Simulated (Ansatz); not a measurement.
CH₃NOSi: several calculations on one system

**1. Relaxation**

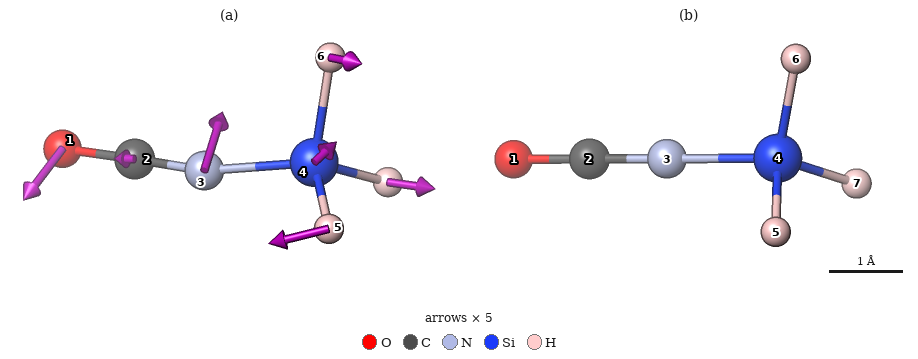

The structure of CH₃NOSi (coarse preliminary run) before (left) and after (right) a relaxation, at one scale. The purple arrows give the displacements, 5 times their true length.

A ball-and-stick model, seen at a tilt.

Theory: Ansatz 0.2.0, RKS PBE-D4/def2-SVP. Set-up: force threshold 0.03 eV/Å; at most 250 steps.

Q: Summarise the run.

A: N3 moves most after the best rigid fit: 0.22 Å. Largest moves by element: N 0.22 Å, O 0.21 Å, H 0.17 Å, Si 0.10 Å, C 0.07 Å. Near-neighbour distances that change, for instance: Si4–H5 1.431 → 1.501 Å, N3–Si4 1.677 → 1.728 Å, O1–C2 1.226 → 1.182 Å, C2–N3 1.184 → 1.208 Å. Bond angles that change, for instance: C2–N3–Si4 164.8° → 179.9°, N3–Si4–H5 114.1° → 109.2°, H6–Si4–H7 106.3° → 109.8°. The optimiser took 9 steps.

**2. Relaxation**

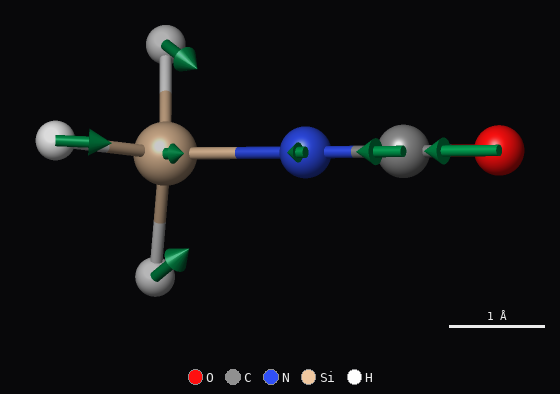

A relaxation of CH3NOSi. The starting structure is drawn; green arrows show the displacements, magnified 20 times. The two geometries are superimposed by the best rigid fit.

Style: ball-and-stick. Shown at a tilt.

Theory: RKS PBE0-D4/def2-TZVP in Ansatz.

Input
```yaml
crystal:
  periodic: [false, false, false]
  atoms:
    - {symbol: O, position_ang: [1.176564, -2.453072, 1.451245]}
    - {symbol: C, position_ang: [0.727712, -1.514082, 0.890293]}
    - {symbol: N, position_ang: [0.269009, -0.554574, 0.316785]}
    - {symbol: Si, position_ang: [-0.387452, 0.819287, -0.500990]}
    - {symbol: H, position_ang: [0.733692, 1.623150, -1.093110]}
    - {symbol: H, position_ang: [-1.150750, 1.659822, 0.481191]}
    - {symbol: H, position_ang: [-1.307474, 0.351369, -1.591113]}
basis:
  gaussian: {orbitals: def2-TZVP}
hamiltonian: {xc: pbe0, dispersion: d4}
relax: {f_tol: 0.005, max_steps: 200}
```

Q: What happened in the run?

A: The energy falls by 1.19 kcal/mol in 4 geometry steps. The largest force component goes from 1.4 to 0.0012 eV/Å. The atom that moves furthest after the best rigid fit is O1 (0.046 Å). By element the largest moves are O 0.046 Å, H 0.030 Å, C 0.029 Å, Si 0.012 Å, N 0.011 Å. Near-neighbour distances that change, for instance: N3–Si4 1.728 → 1.705 Å, Si4–H5 1.501 → 1.482 Å, C2–N3 1.208 → 1.190 Å, O1–C2 1.182 → 1.165 Å.

**3. Scan**

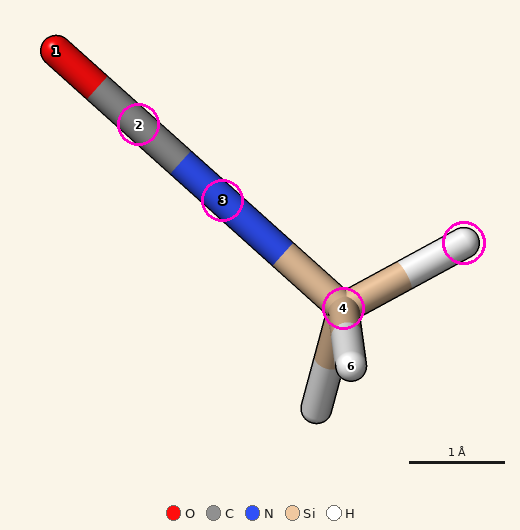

A scan of CH3NOSi: the C2–N3 distance and the H7–Si4–N3 angle are varied on a grid, with the rest of the molecule carried along rigidly. The picture shows the minimum geometry. The ringed atoms are those of the scanned coordinate. The picture is a stick view, seen onto the plane of the angle.

Level of theory: CCSD(T) (def2-TZVPP, Ansatz), on geometries moved rigidly from the minimum at PBE0-D4/def2-TZVP. Coupled cluster with a frozen core. Energies are counted from the PBE0-D4/def2-TZVP minimum geometry at the same level.

```xyz
7

O     1.1589   -2.4161    1.4292
C     0.7166   -1.4908    0.8764
N     0.2647   -0.5455    0.3114
Si   -0.3831    0.8101   -0.4954
H     0.7284    1.5984   -1.0772
H    -1.1347    1.6347    0.4794
H    -1.2895    0.3411   -1.5695
```

> Predict the energy profile on a grid with rows 1.071, 1.106, 1.157, 1.216, 1.282, 1.353, 1.428 and columns 84.9, 92.9, 100.9, 108.9, 116.9, 124.9, 132.9 (C2–N3 distance (Å); H7–Si4–N3 angle (°)).

Rows: C2–N3 distance (Å); columns: H7–Si4–N3 angle (°); values in kJ/mol.

```tsv
	84.9	92.9	100.9	108.9	116.9	124.9	132.9
1.071	148.1	120.7	105.4	100.8	105.9	120.1	142.9
1.106	96.7	69.2	53.7	48.9	53.9	67.9	90.6
1.157	57.0	29.3	13.6	8.6	13.3	27.1	49.6
1.216	50.2	22.3	6.3	1.1	5.6	19.2	41.5
1.282	77.1	49.1	33.0	27.5	31.7	45.1	67.2
1.353	132.4	104.4	88.1	82.4	86.5	99.6	121.5
1.428	208.1	180.2	163.8	158.0	161.9	174.8	196.4
```

In pairs of (C2–N3 distance (Å); H7–Si4–N3 angle (°)): the lowest computed point lies at (1.216, 108.9) (1.1 kJ/mol), the highest at (1.428, 84.9) (208.1 kJ/mol).  Over the ranges scanned the energy rises more along the first axis, the C2–N3 distance.
